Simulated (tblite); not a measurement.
**Frequency calculation of C7H14OS**

C7H14OS, SMILES C=C[C@@H](C)CC[S@](C)=O, computed with GFN2-xTB harmonic vibrations, gas phase (tblite 0.8.0).

It belongs to a series of runs on one base structure; here: CH2 inserted into a C-S bond.

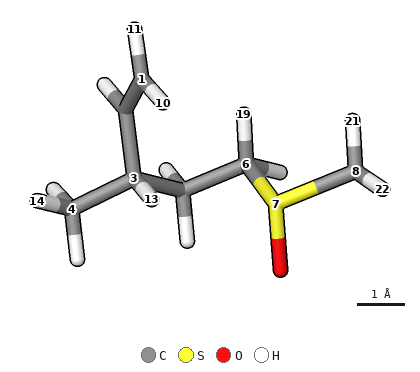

**Figure 1.** The structure as given in the input (stick view, seen at a tilt; atoms are numbered from 1 in the order of the input). Bond lengths as drawn: C–C 1.32 to 1.54 Å, C–H 1.08 to 1.10 Å, C–S 1.85 to 1.86 Å and O–S 1.46 Å.

Key numbers:

- outcome: converged
- total energy: −799.7510 eV
- zero-point energy: 121.7700 kcal/mol
- hardware: 1 CPU thread, shared host
- wall time: 3 s
- peak memory: 0.18 GiB

Input file:
```
{"job": {"kind": "ir", "xc": "GFN2-xTB", "basis": "xTB"}, "charge": 0, "multiplicity": 1}
C     -1.612556     1.453196    -1.368093
C     -1.784915     0.289077    -0.770868
C     -1.228212    -0.067441     0.574378
C     -2.352370    -0.529415     1.502921
C     -0.165520    -1.167008     0.438851
C      1.006872    -0.721762    -0.416370
S      1.832249     0.729726     0.403744
C      3.305357     0.714216    -0.715368
O      2.299473     0.238456     1.700655
H     -1.044955     2.245334    -0.906709
H     -2.033032     1.669239    -2.336094
H     -2.357197    -0.493803    -1.253133
H     -0.748274     0.815379     1.010430
H     -3.101805     0.251794     1.606202
H     -2.834481    -1.420831     1.106055
H     -1.955939    -0.761145     2.488316
H      0.210243    -1.419972     1.432903
H     -0.616413    -2.064139     0.006184
H      0.681645    -0.380542    -1.397570
H      1.742558    -1.518304    -0.513422
H      2.966897     0.880683    -1.731201
H      3.964359     1.519025    -0.406723
H      3.821265    -0.234778    -0.623866
```

The first line tells a small driver script what to run in tblite; the rest is the geometry in Å.

Command:
```bash
OMP_NUM_THREADS=1 python <driver script> task.json out
```

Output:
```
mode    cm-1     km/mol
  1      30.6      2.13
  2      32.5      5.70
  3      63.5      0.46
  4     100.6      0.05
  5     145.4      0.24
  6     165.9      3.80
  7     211.7      0.01
  8     223.1      0.52
  9     256.3      0.43
 10     309.3      1.88
 11     321.5      2.98
 12     337.7      8.21
 13     362.4      8.06
 14     452.1      2.28
 15     513.6      0.47
 16     629.1     35.50
 17     667.7     58.24
 18     672.5     10.96
 19     783.7      6.84
 20     861.1      4.86
 21     876.4     23.10
 22     897.5     37.79
 23     899.7     15.21
 24     925.5      1.35
 25     956.6      8.44
 26     990.5      5.45
 27    1026.5     15.75
 28    1061.2      3.13
 29    1075.1      5.73
 30    1104.3      2.18
 31    1127.6     63.20
 32    1140.1    230.90
 33    1192.3      1.78
 34    1202.1      1.64
 35    1242.9      2.25
 36    1280.2      3.38
 37    1284.8      4.02
 38    1290.8      0.91
 39    1322.7      0.92
 40    1344.5      0.13
 41    1410.0      1.40
 42    1420.9      0.36
 43    1423.4      3.30
 44    1439.4      2.62
 45    1459.5      6.03
 46    1473.4      1.76
 47    1498.2      2.91
 48    1501.0      3.19
 49    1717.1      7.33
 50    2937.6     27.95
 51    2959.3     57.86
 52    2982.4     10.27
 53    3001.2     15.51
 54    3009.6     23.83
 55    3026.6     34.27
 56    3037.8     35.87
 57    3042.7     24.39
 58    3048.4     49.91
 59    3054.9      1.25
 60    3065.4      7.10
 61    3075.5     14.11
 62    3094.6     21.53
 63    3119.2     61.17
```

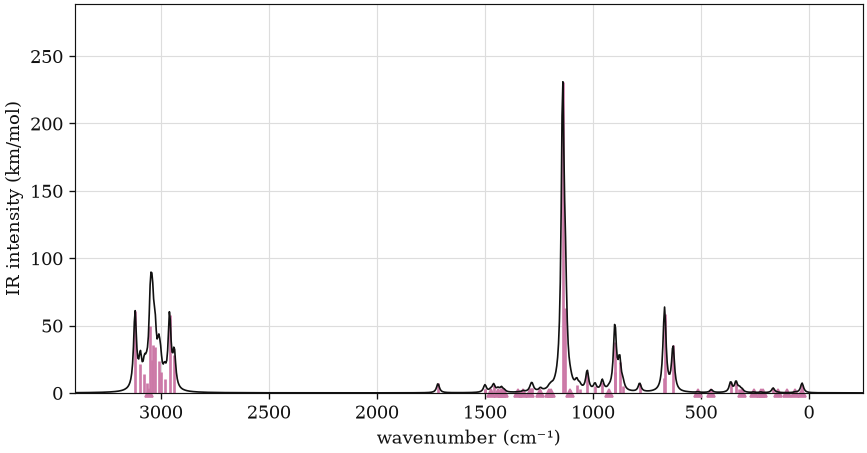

**Figure 2.** Harmonic infrared spectrum, unscaled: sticks (degenerate modes added up, dark ones marked on the axis) with a Lorentzian envelope of 16 cm⁻¹ full width, scaled to the tallest stick. 63 modes from 31 to 3119 cm⁻¹, none imaginary. The strongest line is at 1140 cm⁻¹ (231 km/mol).
